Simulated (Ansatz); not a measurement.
# Single-point calculation, with input and output: C4H9Cl3Sn (charge −2)

- system: C4H9Cl3Sn, charge −2
- method: RKS revPBE/def2-TZVP (Ansatz 0.2.0)

Some settings of this run were made unusual or wrong on purpose. The geometry comes from this level: PBE0-D4/def2-TZVP. Figures and captions count atoms from 1; the log counts them from 0 in places.

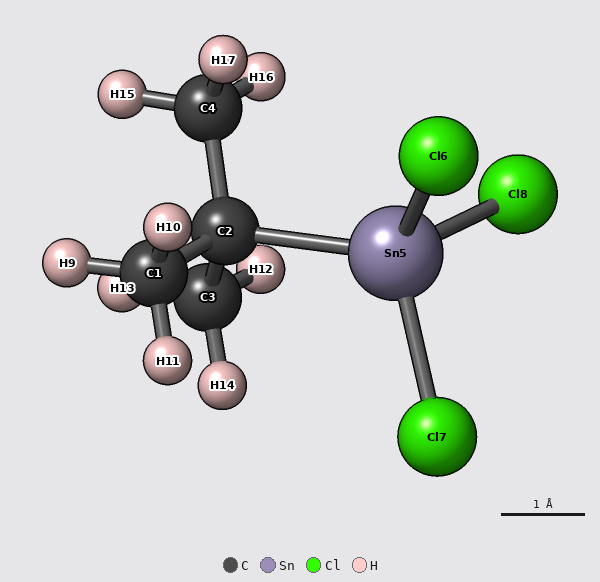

*The input geometry (ball-and-stick view, seen at a tilt; atoms are numbered from 1 in the order of the input). Sticks mark near contacts.*

Bond lengths as drawn: Cl–Sn 2.32 Å, C–C 1.52 Å, C–H 1.09 to 1.10 Å and C–Sn 2.17 Å.

### Input file
```yaml
crystal:
  periodic: [false, false, false]
  atoms:
    - {symbol: C, position_ang: [1.375741, 0.835443, 0.201613]}
    - {symbol: C, position_ang: [0.161846, -0.079557, 0.209105]}
    - {symbol: C, position_ang: [0.548960, -1.525917, -0.053494]}
    - {symbol: C, position_ang: [-0.638239, 0.061839, 1.493860]}
    - {symbol: Sn, position_ang: [-1.122750, 0.546430, -1.418892]}
    - {symbol: Cl, position_ang: [-1.832207, 2.742505, -1.181605]}
    - {symbol: Cl, position_ang: [-0.058071, 0.411943, -3.475788]}
    - {symbol: Cl, position_ang: [-3.036535, -0.755467, -1.576248]}
    - {symbol: H, position_ang: [2.047259, 0.541787, 1.017590]}
    - {symbol: H, position_ang: [1.103244, 1.881660, 0.360084]}
    - {symbol: H, position_ang: [1.939945, 0.762741, -0.731289]}
    - {symbol: H, position_ang: [-0.321179, -2.186266, -0.080094]}
    - {symbol: H, position_ang: [1.201722, -1.871993, 0.757134]}
    - {symbol: H, position_ang: [1.098912, -1.640850, -0.990662]}
    - {symbol: H, position_ang: [-0.011576, -0.248515, 2.338827]}
    - {symbol: H, position_ang: [-1.529308, -0.570570, 1.495324]}
    - {symbol: H, position_ang: [-0.946864, 1.094283, 1.674733]}
basis:
  gaussian: {orbitals: def2-TZVP, fitting: {mean_field: def2-universal-jkfit}, nuclear_model: gaussian}
total_charge: -2
hamiltonian: {xc: {name: revPBE}}
scf: {lower_state_search: off}
output: {forces: true}
```

Launched with:
```bash
ansatz run in.yaml --threads 4 --pin off --events-out ev --progress --plain --max-ram 66560MiB --backend cuda --devices 0, --max-vram 37GiB
```

### The program's output
```
Functional definition: revPBE
  name "revPBE"
  cite "Zhang & Yang, Phys. Rev. Lett. 80, 890 (1998) doi:10.1103/PhysRevLett.80.890"
  cite "Perdew, Burke & Ernzerhof, Phys. Rev. Lett. 77, 3865 (1996) doi:10.1103/PhysRevLett.77.3865"
  parameter kappa = 1.245
  parameter beta = 0.06672455060314922
  exchange = pbe_x(kappa = kappa, mu = beta*pi^2/3)
  correlation = pbe_c(beta = beta)
these checks for a lower state are left out or cut short: stability, starts, cluster_reference, orbital_swaps, neighbouring_geometries, increment
1064 factors; integrals over basis functions are off by at most 4.3e-1 eV
mean field evaluation 1: about -47680.1330 eV, gradient 6.3e1 eV
mean field evaluation 2: about -47652.7021 eV, gradient 1.2e2 eV
mean field evaluation 4: about -47689.6660 eV, gradient 1.2e1 eV
mean field evaluation 8: about -47689.9679 eV, gradient 1.3e-1 eV
mean field evaluation 16: about -47689.9780 eV, gradient 7.0e-4 eV
mean field -47689.97799396 eV, -1752.5743658501 hartree, gradient 8.6e-6 eV, S^2 0.000000; 0 other end points of the search recorded, 0 dependent functions left out
the calculation of the forces begins
reference -47689.97806099 eV, -1752.5743683133 hartree; 54, 54 occupied and 285, 285 virtual orbitals, 1064 factors
Total energy: -47689.97806099 eV, -1752.5743683133 hartree
Atom 0 at     1.375741     0.835443     0.201613 Å, force    -0.511609    -0.657554     0.280782 eV/Å
Atom 1 at     0.161846    -0.079557     0.209105 Å, force     1.590101    -0.774974     2.013266 eV/Å
Atom 2 at     0.548960    -1.525917    -0.053494 Å, force    -0.015296     0.764023     0.434877 eV/Å
Atom 3 at    -0.638239     0.061839     1.493860 Å, force     0.700172    -0.190907    -0.496070 eV/Å
Atom 4 at    -1.122750     0.546430    -1.418892 Å, force     0.190252    -0.093068     0.243000 eV/Å
Atom 5 at    -1.832207     2.742505    -1.181605 Å, force    -1.393680     4.949300     0.855130 eV/Å
Atom 6 at    -0.058071     0.411943    -3.475788 Å, force     2.698282    -0.428893    -4.435780 eV/Å
Atom 7 at    -3.036535    -0.755467    -1.576248 Å, force    -4.173126    -3.122599    -0.055117 eV/Å
Atom 8 at     2.047259     0.541787     1.017590 Å, force     0.764425    -0.034490     0.622601 eV/Å
Atom 9 at     1.103244     1.881660     0.360084 Å, force    -0.131764     0.423442    -0.010785 eV/Å
Atom 10 at     1.939945     0.762741    -0.731289 Å, force     0.172973     0.016188    -0.407258 eV/Å
Atom 11 at    -0.321179    -2.186266    -0.080094 Å, force    -0.363328    -0.239563    -0.082440 eV/Å
Atom 12 at     1.201722    -1.871993     0.757134 Å, force     0.579634    -0.564155     0.565000 eV/Å
Atom 13 at     1.098912    -1.640850    -0.990662 Å, force     0.153137    -0.041117    -0.414229 eV/Å
Atom 14 at    -0.011576    -0.248515     2.338827 Å, force     0.312975    -0.208337     0.911806 eV/Å
Atom 15 at    -1.529308    -0.570570     1.495324 Å, force    -0.392856    -0.201457    -0.045206 eV/Å
Atom 16 at    -0.946864     1.094283     1.674733 Å, force    -0.180292     0.404161     0.020421 eV/Å
Dipole moment:     0.387460    -0.188775     0.490776 e Å
Checks for a lower state left out: stability, starts, cluster_reference, orbital_swaps, neighbouring_geometries, increment
```

### What the run reported

```tsv
quantity	value
outcome	converged
total energy	−47689.9781 eV
largest force (length of the vector)	5.212 eV/Å
hardware	4 CPU threads, shared host
wall time	2.7 s (CPU time 3.8 s)
peak memory	1.1 GiB
```

The input was spoiled on purpose: charge. The run converged all the same; its numbers are those of the faulty input and shouldn't be used.
